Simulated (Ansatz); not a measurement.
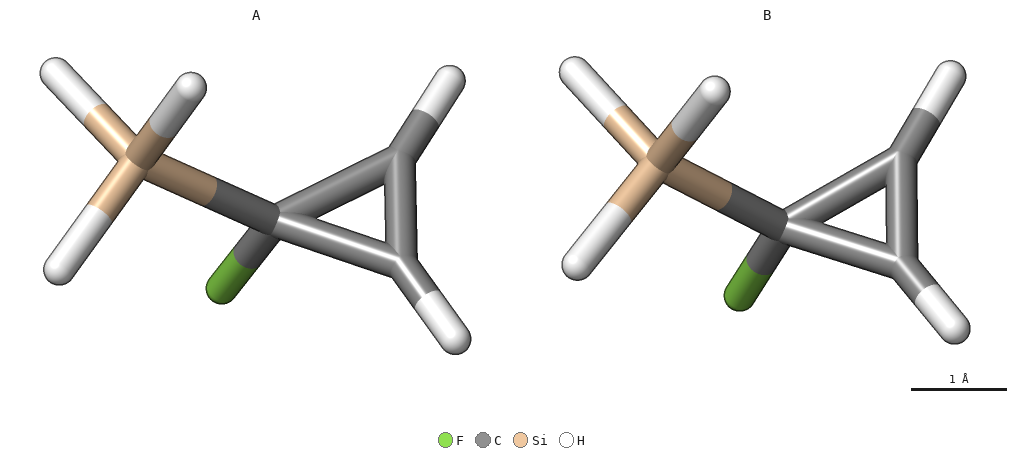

Two geometries of C3H5FSi (coarse preliminary run), drawn at one scale. One is the start of a relaxation, the other its converged end. Style: stick. Shown at a tilt.

Method: RKS PBE-D4/def2-SVP (Ansatz). Settings: force threshold 0.03 eV/Å; at most 200 steps.

Q: Which of the two is the end point?

A: Structure A is the relaxed one. The start comes from a force field. After 5 geometry steps the energy has fallen by 11.4 kcal/mol. The largest force component goes from 3.2 to 0.027 eV/Å. An H atom moves most after the best rigid fit: 0.17 Å. By element the largest moves are H 0.17 Å, Si 0.14 Å, F 0.13 Å, C 0.13 Å. Among the contacts that change: C–Si 1.833 → 1.900 Å, C–H 1.036 → 1.096 Å, C–C 1.432 → 1.489 Å, C–F 1.362 → 1.416 Å. Bond angles that change, for instance: Si–C–C 117.3° → 127.7°, Si–C–C 119.2° → 127.6°, F–C–Si 114.7° → 107.7°.
